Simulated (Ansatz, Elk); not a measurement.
# Bonding as seen by X-rays: CaBeSb

The structure of CaBeSb used here is made up (a known structure type with other elements) and was relaxed beforehand with PBEsol. The aim is the Fourier transform of its all-electron density, F(hkl), set beside the sum over free spherical atoms that refinements use.

Calculated with Elk 11.2.3 (patched build); DFT, PBE, all-electron APW+lo, Dirac cores, scalar-relativistic bands, static density, no spin.

The structure was built from a prototype and need not be the compound's stable phase.

## 1. The structure

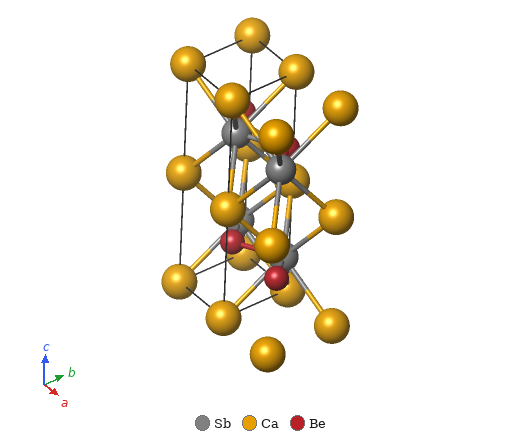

Start, viewed slightly off an axis; antimony grey, calcium orange, beryllium red. 2×1×1 cells are drawn. Bonds to atoms that aren't drawn are left out. Some periodic images of atoms are drawn too.

As a file:

```cif
data_structure
_symmetry_space_group_name_H-M 'P 1'
_symmetry_Int_Tables_number 1
_cell_length_a 4.1197
_cell_length_b 4.1197
_cell_length_c 8.7806
_cell_angle_alpha 90.000
_cell_angle_beta 90.000
_cell_angle_gamma 120.000
_cell_volume 129.06
loop_
_atom_site_label
_atom_site_type_symbol
_atom_site_fract_x
_atom_site_fract_y
_atom_site_fract_z
_atom_site_occupancy
Sb1 Sb 0.66667 0.33333 0.75000 1
Sb2 Sb 0.33333 0.66667 0.25000 1
Ca3 Ca 0.00000 0.00000 0.50000 1
Ca4 Ca 0.00000 0.00000 0.00000 1
Be5 Be 0.66667 0.33333 0.25000 1
Be6 Be 0.33333 0.66667 0.75000 1
```

## 2. Ground state and structure factors

An all-electron density is needed, since X-rays see the cores too. Task 0 finds the density and task 195 Fourier-transforms it; tshift is off so that phases refer to the origin typed.

The input, elk.in:

```
tasks
  0
  195

xctype
  20

spinpol
  .false.

rgkmax
  7.0

gmaxvr
  14.0

lmaxo
  7

lmaxapw
  8

swidth
  0.002

tshift
  .false.

ramdisk
  .false.

hmaxvr
  5.5

maxscl
  120

epspot
  1e-06

sppath
  './'

avec
  7.78510516659 0.00000000000 0.00000000000
  -3.89255258329 6.74209884540 0.00000000000
  0.00000000000 0.00000000000 16.59288309597

atoms
  3
  'Sb.in'
  2
  0.6666666667 0.3333333333 0.7500000000   0.000000 0.000000 0.000000
  0.3333333333 0.6666666667 0.2500000000   0.000000 0.000000 0.000000
  'Ca.in'
  2
  -0.0000000000 -0.0000000000 0.5000000000   0.000000 0.000000 0.000000
  -0.0000000000 -0.0000000000 -0.0000000000   0.000000 0.000000 0.000000
  'Be.in'
  2
  0.6666666667 0.3333333333 0.2500000000   0.000000 0.000000 0.000000
  0.3333333333 0.6666666667 0.7500000000   0.000000 0.000000 0.000000

ngridk
  6 6 3
```

Run with:

```bash
$ OMP_NUM_THREADS=4 elk
```

Numbers of over 12 decimals in the logs are rounded to 6 here.

Log:

```text
┌─────────────────────────┐
│ Elk code version 11.2.3 │
└─────────────────────────┘

All units are atomic (Hartree, Bohr, etc.)

┌─────────────────────────────────────────────────┐
│ Ground-state run starting from atomic densities │
└─────────────────────────────────────────────────┘

Lattice vectors :
   7.785105167       0.000000000       0.000000000
  -3.892552583       6.742098845       0.000000000
   0.000000000       0.000000000       16.59288310

Reciprocal lattice vectors :
  0.8070777687      0.4659665670      -0.000000000
   0.000000000      0.9319331341       0.000000000
   0.000000000      -0.000000000      0.3786674848

Unit cell volume      :    870.9263943
Brillouin zone volume :   0.2848119141

Muffin-tin inner radius fraction :   0.1000000000E-01

Nuclei treated as point charges

Species : 1 (Sb)
 parameters loaded from : Sb.in
 name : antimony
 nuclear charge    :   -51.00000000
 electronic charge :    51.00000000
 atomic mass :    221954.9021
 muffin-tin radius :    2.600000000
 number of radial points in muffin-tin :   1193
 inner part over the whole radius :   0.9886087340E-02
 number on inner part of muffin-tin    :    850
 approximate nuclear radius :   0.8886795689E-04
 number of mesh points to nuclear radius :    429
 atomic positions (lattice), magnetic fields (Cartesian) :
  1 :  -0.33333333  0.33333333 -0.25000000    0.00000000  0.00000000  0.00000000
  2 :   0.33333333 -0.33333333  0.25000000    0.00000000  0.00000000  0.00000000

Species : 2 (Ca)
 parameters loaded from : Ca.in
 name : calcium
 nuclear charge    :   -20.00000000
 electronic charge :    20.00000000
 atomic mass :    73057.72475
 muffin-tin radius :    2.400000000
 number of radial points in muffin-tin :    993
 inner part over the whole radius :   0.9970789793E-02
 number on inner part of muffin-tin    :    698
 approximate nuclear radius :   0.6614485811E-04
 number of mesh points to nuclear radius :    321
 atomic positions (lattice), magnetic fields (Cartesian) :
  1 :   0.00000000  0.00000000  0.50000000    0.00000000  0.00000000  0.00000000
  2 :   0.00000000  0.00000000  0.00000000    0.00000000  0.00000000  0.00000000

Species : 3 (Be)
 parameters loaded from : Be.in
 name : beryllium
 nuclear charge    :   -4.000000000
 electronic charge :    4.000000000
 atomic mass :    16428.20280
 muffin-tin radius :    1.800000000
 number of radial points in muffin-tin :    593
 inner part over the whole radius :   0.9826427374E-02
 number on inner part of muffin-tin    :    403
 approximate nuclear radius :   0.4290726161E-04
 number of mesh points to nuclear radius :    156
 atomic positions (lattice), magnetic fields (Cartesian) :
  1 :  -0.33333333  0.33333333  0.25000000    0.00000000  0.00000000  0.00000000
  2 :   0.33333333 -0.33333333 -0.25000000    0.00000000  0.00000000  0.00000000

Total number of atoms per unit cell :    6
Total muffin-tin volume :    311.9140738
 ratio of muffin-tin to unit cell volume :   0.3581405683

Spin treatment :
 spin-unpolarised

Number of Bravais lattice symmetries :   24
Number of crystal symmetries         :   24
Crystal has inversion symmetry
Real symmetric eigensolver will be used

k-point grid :      6     6     3
k-point offset :    0.000000000       0.000000000       0.000000000
k-point set is reduced with full crystal symmetry group
Total number of k-points :       14

Muffin-tin radius times maximum |G+k| :    7.000000000
 using average radius
Maximum |G+k| for APW functions       :    3.088235294
Maximum (1/2)|G+k|²                   :    4.768598616
Maximum |G| for potential and density :    14.00000000
Constant for pseudocharge density :    9
 order of it for each species :   16  16  16
 order of it for pair densities of each species (exact exchange by exxq0 0: 17) :   13  11   5
Radial integration step length :    1

G-vector grid sizes :     35    35    75
Number of G-vectors :    40411

Maximum angular momentum used for
 APW functions            :    8
 outer part of muffin-tin :    7
[...]
correlation                 :     -7.440464
 electron entropic           :    -0.12083210175047E-02
 total energy                :     -14362.183381823

Density of states at Fermi energy :    100.6251875
 (states/Hartree/unit cell)

Estimated indirect band gap :   0.9158788696E-03
 from k-point 10 to k-point 13
Estimated direct band gap   :   0.2383727501E-01
 at k-point 13

Charges :
 core                        :    96.00000000
 valence                     :    54.00000000
 interstitial                :    9.471155529
 muffin-tins (core leakage)
  species : 1 (Sb)
[...]
species : 2 (Ca)
[...]
species : 3 (Be)
[...]
total in muffin-tins        :    140.5288445
 total calculated charge     :    149.9960472
 total charge                :    150.0000000
 error                       :   0.3952760763E-02

RMS change in Kohn-Sham potential (target) :    4.157585890     (  0.1000000000E-05)
Absolute change in total energy (target)   :    3.511805264     (  0.1000000000E-03)

[... loops 3 to 13 left out ...]

┌──────────────────┐
│ Loop number : 14 │
└──────────────────┘

Energies :
 Fermi                       :     0.243258
 sum of occupied eigenvalues :     -8657.0777233091
 electron kinetic            :      15083.944282224
 core electron kinetic       :      14697.229714414
 Coulomb                     :     -29021.876031204
 Coulomb potential           :     -23194.037726727
 nuclear-nuclear             :     -1362.6782696226
 electron-nuclear            :     -32148.568053351
 Hartree                     :      4489.3702917691
 Madelung                    :     -17424.857167841
 xc potential                :     -546.98427880611
 exchange                    :     -412.32904532981
 correlation                 :     -7.445308
 electron entropic           :    -0.13017609844605E-02
 total energy                :     -14357.707403826

Density of states at Fermi energy :    108.2647743
 (states/Hartree/unit cell)

Estimated indirect band gap :   0.5606181664E-03
 from k-point 10 to k-point 13
Estimated direct band gap   :   0.2261082175E-01
 at k-point 13

Charges :
 core                        :    96.00000000
 valence                     :    54.00000000
 interstitial                :    9.514264910
 muffin-tins (core leakage)
  species : 1 (Sb)
[...]
species : 2 (Ca)
[...]
species : 3 (Be)
[...]
total in muffin-tins        :    140.4857351
 total calculated charge     :    149.9961093
 total charge                :    150.0000000
 error                       :   0.3890686251E-02

RMS change in Kohn-Sham potential (target) :   0.4114166959E-06 (  0.1000000000E-05)
Absolute change in total energy (target)   :   0.4817310037E-04 (  0.1000000000E-03)

Convergence targets achieved

┌──────────────────┐
│ Loop number : 15 │
└──────────────────┘

Energies :
 Fermi                       :     0.243258
 sum of occupied eigenvalues :     -8657.0777194339
 electron kinetic            :      15083.944283527
 core electron kinetic       :      14697.229716868
 Coulomb                     :     -29021.876028828
 Coulomb potential           :     -23194.037726721
 nuclear-nuclear             :     -1362.6782696226
 electron-nuclear            :     -32148.568048471
 Hartree                     :      4489.3702892664
 Madelung                    :     -17424.857165467
 xc potential                :     -546.98427623994
 exchange                    :     -412.32904515174
 correlation                 :     -7.445308
 electron entropic           :    -0.13017610957714E-02
 total energy                :     -14357.707399982

Density of states at Fermi energy :    108.2647852
 (states/Hartree/unit cell)

Estimated indirect band gap :   0.5606280327E-03
 from k-point 10 to k-point 13
Estimated direct band gap   :   0.2261082456E-01
 at k-point 13

Charges :
 core                        :    96.00000000
 valence                     :    54.00000000
 interstitial                :    9.514264988
 muffin-tins (core leakage)
  species : 1 (Sb)
[...]
species : 2 (Ca)
[...]
atom 2                    :    18.19173857     ( -0.1987892766E-06)
  species : 3 (Be)
   atom 1                    :    2.780736795     (  0.1140119164E-02)
   atom 2                    :    2.780736795     (  0.1140119164E-02)
 total in muffin-tins        :    140.4857350
 total calculated charge     :    149.9961093
 total charge                :    150.0000000
 error                       :   0.3890686127E-02

┌──────────────────────────────┐
│ Self-consistent loop stopped │
└──────────────────────────────┘

Warning : core states of species 1 leak from the muffin-tin :   0.8031537875E-03

Warning : core states of species 3 leak from the muffin-tin :   0.1140119164E-02

Wrote STATE.OUT
```

Elapsed: 30 s, on 4 threads of Arm Neoverse V2, shared host; peak memory 0.22 GiB; 65 s of CPU time.

SFACRHO.OUT:

```text

h k l indices transformed by vhmat matrix:
   1.000000000       0.000000000       0.000000000    
   0.000000000       1.000000000       0.000000000    
   0.000000000       0.000000000       1.000000000    

      h      k      l  multipl.   |H|            Re(F)            Im(F)           |F|

      0      0      0      1   0.0000000       150.00000     -0.13663952E-15   150.00000    
      0      0     -1      2  0.37866748      0.91828384E-14 -0.22662247E-14  0.94583453E-14
      0      0     -2      2  0.75733497      -64.981680      0.42501332E-14   64.981680    
     -1      1      0      6  0.93193313      -15.363887      0.44191382E-13   15.363887    
     -1      0      1      6   1.0059267       71.751805     -0.30027477E-13   71.751805    
     -1      1      1      6   1.0059267      -71.751805      0.62321179E-13   71.751805    
      0      0      3      2   1.1360025     -0.91353104E-13  0.29838625E-13  0.96102722E-13
      1     -1      2      6   1.2008562       74.280203      0.40792044E-13   74.280203    
      1     -1     -2      6   1.2008562       74.280203      0.48346127E-13   74.280203    
      1      0      3      6   1.4693539       65.261253      0.60054954E-13   65.261253    
      1     -1      3      6   1.4693539      -65.261253     -0.26816992E-13   65.261253    
      0      0     -4      2   1.5146699       109.52632      0.67725168E-14   109.52632    
      1      1      0      6   1.6141555       106.81844      0.25214711E-13   106.81844    
     -1      2     -1     12   1.6579768      0.45770643E-07 -0.15108165E-14  0.45770643E-07
      0     -1     -4      6   1.7784050      -13.794051     -0.11897680E-13   13.794051    
      0      1     -4      6   1.7784050      -13.794051      0.71763782E-14   13.794051    
     -1     -1     -2     12   1.7829903      -52.487455      0.37388759E-13   52.487455    
      0     -2      0      6   1.8638663      -13.465028     -0.18507502E-13   13.465028
```

Elk indexes on the primitive cell of elk.in and gives |H| = 4π sin θ/λ in inverse bohr. Below, one row stands for each form hkl of the conventional cell (m members, Friedel mates merged), F is for one primitive cell and the density is static (no thermal factor). Free-atom factors are Waasmaier and Kirfel's, and R is Σm||F|−|F'||/Σm|F|.

```tsv
hkl	m	sin θ/λ (Å⁻¹)	abs F, DFT	neutral atoms	diff.
001	2	0.057	0.000	0.000	+0.000
002	2	0.114	64.982	64.806	+0.176
100	6	0.140	15.364	15.217	+0.147
101	12	0.151	71.752	71.924	-0.173
003	2	0.171	0.000	0.000	+0.000
102	12	0.181	74.280	74.011	+0.269
103	12	0.221	65.261	65.439	-0.178
004	2	0.228	109.526	109.603	-0.077
110	6	0.243	106.818	107.005	-0.187
111	12	0.249	0.000	0.000	+0.000
104	12	0.267	13.794	13.903	-0.109
112	12	0.268	52.487	52.788	-0.301
200	6	0.280	13.465	13.839	-0.374
005	2	0.285	0.000	0.000	+0.000
201	12	0.286	59.607	59.679	-0.071
113	12	0.297	0.000	0.000	+0.000
202	12	0.302	60.138	60.316	-0.178
105	12	0.317	56.971	57.051	-0.080
203	12	0.328	56.121	56.160	-0.039
114	12	0.333	92.839	92.845	-0.006
006	2	0.342	48.557	48.531	+0.026
204	12	0.361	13.266	13.353	-0.088
```

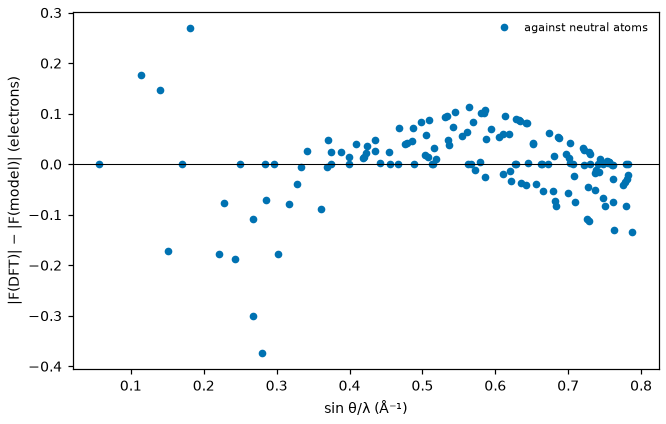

Difference between the calculated structure factors and the independent-atom ones.

## 3. The highest occupied states alone

An energy window below the Fermi level keeps the highest occupied states, to see at which angles they scatter; shallow core shells can lie inside it and anion s states outside. No new self-consistency is needed.

Changes to elk.in since step 2:

```diff
@@ -1,3 +1,2 @@
 tasks
-  0
   195
@@ -40,2 +39,5 @@
 
+wsfac
+  -0.307980 0.543260
+
 sppath
```

Run with:

```bash
$ OMP_NUM_THREADS=4 elk
```

Log:

```text
┌─────────────────────────────────┐
│ Elk code version 11.2.3 started │
└─────────────────────────────────┘

Info(readinput): the functional depends on the density's gradient
 muffin-tin radial points multiplied by    2.00000
 (not where nrmtscf is given)

┌────────────────────┐
│ Current task : 195 │
└────────────────────┘

Info(sfacrho): density structure factors written to SFACRHO.OUT

 Energy window :  -0.3079800000      0.5432600000

┌──────────────────┐
│ Elk code stopped │
└──────────────────┘
```

It took 14 s on 4 threads; peak memory 0.16 GiB; 16 s of CPU time.

States within 15 eV below the Fermi level hold 18.00 electrons; any levels below the window count with the cores. Their amplitudes can exceed the total, where window and core parts have opposite phase:

```tsv
hkl	sin θ/λ (Å⁻¹)	abs F, window	abs F, all
001	0.057	0.000	0.000
002	0.114	6.102	64.982
100	0.140	2.204	15.364
101	0.151	1.120	71.752
003	0.171	0.000	0.000
102	0.181	1.194	74.280
103	0.221	0.103	65.261
004	0.228	0.304	109.526
110	0.243	0.051	106.818
111	0.249	0.000	0.000
```

## 4. Another functional

The difference from free atoms is small, so it is set against the change that PBEsol makes.

Changes to elk.in since step 3:

```diff
@@ -1,2 +1,3 @@
 tasks
+  0
   195
@@ -4,3 +5,3 @@
 xctype
-  20
+  22
 
@@ -39,5 +40,2 @@
 
-wsfac
-  -0.307980 0.543260
-
 sppath
```

Run with:

```bash
$ OMP_NUM_THREADS=4 elk
```

Log:

```text
┌─────────────────────────┐
│ Elk code version 11.2.3 │
└─────────────────────────┘

All units are atomic (Hartree, Bohr, etc.)

┌─────────────────────────────────────────────────┐
│ Ground-state run starting from atomic densities │
└─────────────────────────────────────────────────┘

Lattice vectors :
   7.785105167       0.000000000       0.000000000
  -3.892552583       6.742098845       0.000000000
   0.000000000       0.000000000       16.59288310

Reciprocal lattice vectors :
  0.8070777687      0.4659665670      -0.000000000
[...]
species : 3 (Be)
   atom 1                    :    2.772426148     (  0.1182736800E-02)
   atom 2                    :    2.772426148     (  0.1182736800E-02)
 total in muffin-tins        :    140.4803826
 total calculated charge     :    149.9960017
 total charge                :    150.0000000
 error                       :   0.3998347258E-02

┌──────────────────────────────┐
│ Self-consistent loop stopped │
└──────────────────────────────┘

Warning : core states of species 1 leak from the muffin-tin :   0.8120992711E-03

Warning : core states of species 3 leak from the muffin-tin :   0.1182736800E-02

Wrote STATE.OUT
[key lines of the parts left out:]
total energy                :     -14350.223307155
```

It took 29 s on 4 threads; peak memory 0.22 GiB; 62 s of CPU time.

Against the first run R = 0.02 %; the largest change is -0.031 at 110.

## 5. Basis size

A smaller basis shows how fast F responds to it; the change is likely larger than the basis error of the first run, but doesn't show convergence.

Changes to elk.in since step 4:

```diff
@@ -5,3 +5,3 @@
 xctype
-  22
+  20
 
@@ -11,3 +11,3 @@
 rgkmax
-  7.0
+  5.5
```

Run with:

```bash
$ OMP_NUM_THREADS=4 elk
```

Log:

```text
┌─────────────────────────┐
│ Elk code version 11.2.3 │
└─────────────────────────┘

All units are atomic (Hartree, Bohr, etc.)

┌─────────────────────────────────────────────────┐
│ Ground-state run starting from atomic densities │
└─────────────────────────────────────────────────┘

Lattice vectors :
   7.785105167       0.000000000       0.000000000
  -3.892552583       6.742098845       0.000000000
   0.000000000       0.000000000       16.59288310

Reciprocal lattice vectors :
  0.8070777687      0.4659665670      -0.000000000
[...]
species : 3 (Be)
   atom 1                    :    2.770070105     (  0.1136962937E-02)
   atom 2                    :    2.770070105     (  0.1136962937E-02)
 total in muffin-tins        :    140.4129119
 total calculated charge     :    149.9961569
 total charge                :    150.0000000
 error                       :   0.3843083354E-02

┌──────────────────────────────┐
│ Self-consistent loop stopped │
└──────────────────────────────┘

Warning : core states of species 1 leak from the muffin-tin :   0.8056898476E-03

Warning : core states of species 3 leak from the muffin-tin :   0.1136962937E-02

Wrote STATE.OUT
[key lines of the parts left out:]
total energy                :     -14357.645516209
```

Wall time 25 s (4 threads); peak memory 0.21 GiB.

Against the first run R = 0.01 %; the largest change is +0.032 at 300.

## 6. Settings against the effect

```tsv
run	R against the first run (%)	R against neutral atoms, low angle (%)	wall time
PBE, rgkmax 7	0.00	0.35	30 s
PBEsol	0.02	0.33	29 s
rgkmax 5.5	0.01	0.33	25 s
```

## 7. Summary of results

```
R against neutral atoms, sin θ/λ < 0.3 Å⁻¹ : 0.35 %
R against neutral atoms, 0.3 to 0.79 Å⁻¹   : 0.14 %
```

**Reading.** Independent neutral atoms miss the calculated amplitudes by R = 0.35 % below 0.3 Å⁻¹ and 0.14 % from there to 0.79 Å⁻¹; by shells, 0.56 % below 0.15 Å⁻¹ (2 forms), 0.34 % 0.15 to 0.3 (9 forms), 0.08 % 0.3 to 0.45 (19 forms), 0.16 % above 0.45 (90 forms). Bonding, aspherical density and the tables' own atoms all enter these figures, and the runs don't part them. The largest change of an amplitude is -0.37 electrons, at 200. The window's part falls from 18.0 electrons at the origin to at most 0.26 between 0.45 and 0.79 Å⁻¹. Below 0.3 Å⁻¹ the changes that finished (PBEsol and rgkmax 5.5) move F by R = 0.02 % at most, against the 0.35 % that separates it from free atoms. The k-mesh has no finished test. Part of the difference isn't bonding: the tables are fits to free atoms and ions calculated by other methods than this functional. Thermal motion, anomalous dispersion and extinction are left out.

[Logs are printed without paths, hosts, clocks, repeated set-up lines and the standing remarks that a program may print on its own settings, such as how far it seeks lower states.]

[Hosts, paths, dates, database ids (printed as entryN), source tags and the programs' standing remarks are cut or masked in the printed files.]
